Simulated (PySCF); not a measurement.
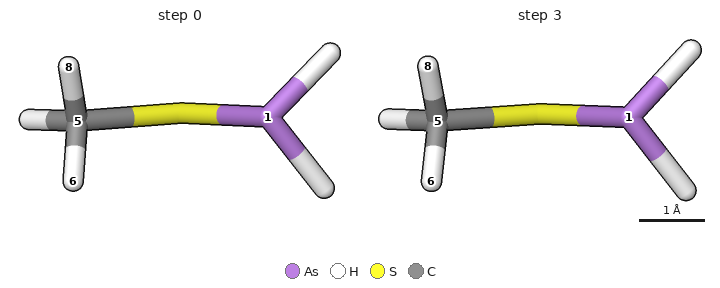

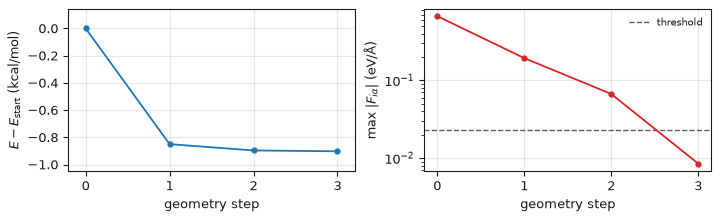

First and last geometry of a relaxation of CH5AsS, with the history of the run. The picture is a stick view, seen face on.

The start comes from GFN2-xTB.

Level of theory: PySCF, PBE0-D3(BJ)/def2-SVP geometry optimisation, gas phase. 

Read the history and describe the run.

It converged. An H atom moves most after the best rigid fit: 0.051 Å. By element the largest moves are H 0.051 Å, S 0.030 Å, As 0.019 Å, C 0.010 Å. Among the contacts that change: As–H 1.499 → 1.525 Å, As–S 2.222 → 2.247 Å, C–S 1.832 → 1.816 Å, C–H 1.084 → 1.100 Å. Among the angles between lasting bonds that change: H–As–H 89.2° → 91.7°. The energy falls by 0.90 kcal/mol in 3 geometry steps. The largest force component goes from 0.67 to 0.0085 eV/Å.

```csv
step,"E − E(0), kcal/mol","largest force component, eV/Å"
0,0.00,0.6733
1,-0.85,0.1940
2,-0.90,0.0670
3,-0.90,0.0085
```
